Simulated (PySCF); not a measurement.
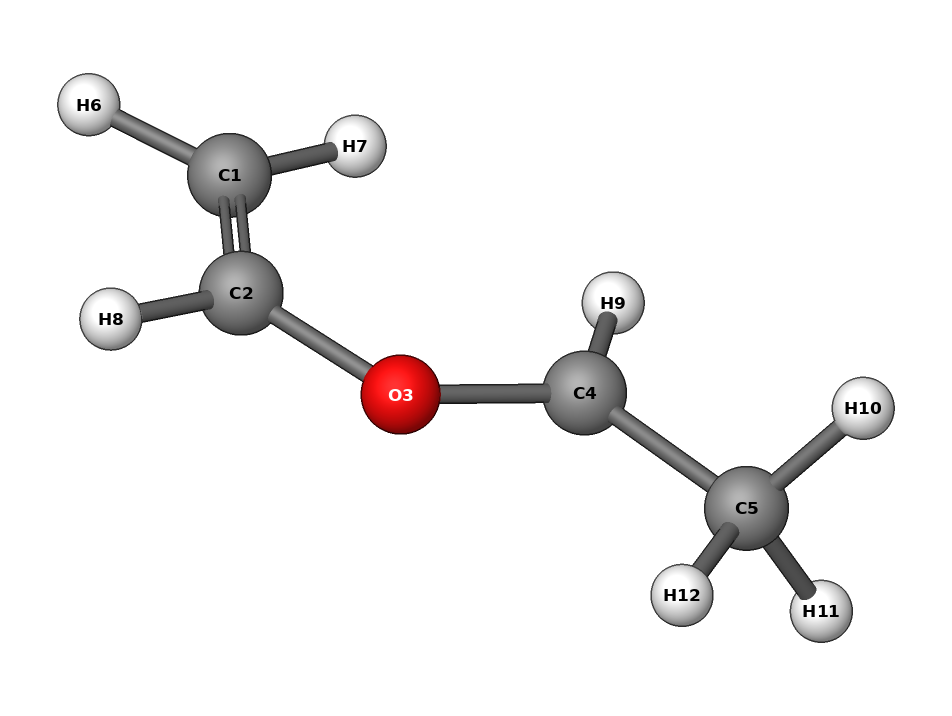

The questions are on Mulliken spin populations. State: neutral, doublet. Computed geometry: GFN2-xTB optimisation. No frequency run is at hand to confirm it as a minimum. Level of theory: UKS B3LYP, pcH-1 on C H O, non-relativistic (PySCF 2.14.0).

List the Mulliken spin populations.

```tsv
atom	value (e)
C1	0.13
C2	−0.04
O3	0.05
C4	0.91
C5	−0.08
H6	−0.01
H7	−0.01
H8	0.00
H9	−0.04
H10	0.04
H11	0.03
H12	0.00
```

Mulliken values depend strongly on the basis set.
